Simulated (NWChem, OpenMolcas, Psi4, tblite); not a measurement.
How methods differ on PO (Phosphorus monoxide)

The species is PO (2 atoms), meant as a doublet with charge 0. As SMILES, `O=[P]`. The coordinates come from a PBE0-D4/def2-TZVP relaxation.

```xyz
2

O     0.0000    0.0000   -0.0095
P     0.0000    0.0000    1.4645
```

Quantity: the dipole moment, in D. The values are calculated.

| level | kind | program | value (D) | CPU time |
| --- | --- | --- | --- | --- |
| IPEA1-xTB | semi-empirical | tblite | 2.18 | under 2 s |
| ROHF/cc-pVTZ | Hartree–Fock | OpenMolcas | 2.61 | 3.7 s |
| USVWN5/cc-pVTZ | LDA | OpenMolcas | 1.86 | 9.6 s |
| U-revPBE/cc-pVTZ | GGA | OpenMolcas | 1.72 | 16 s |
| U-r2SCAN/cc-pVTZ | meta-GGA | OpenMolcas | 1.84 | 20 s |
| UB3LYP/cc-pVTZ | global hybrid | NWChem | 2.01 | 25 s |
| UTPSSh/cc-pVTZ | hybrid meta-GGA | Psi4 | 1.85 | 48 s |
| U-wB97X-V/cc-pVTZ | range-separated hybrid | Psi4 | 2.05 | 41 s |
| UHSE06/cc-pVTZ | range-separated hybrid | Psi4 | 1.99 | 32 s |

The values span 1.72 to 2.61 D. Magnitudes only. CPU times are rough (shared hosts, several kinds of processor and program).

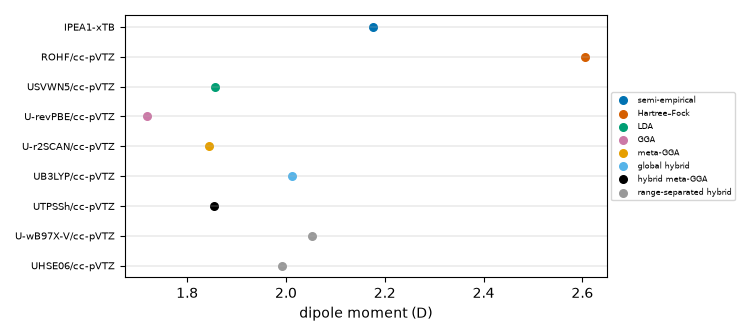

The values of the table, level by level.
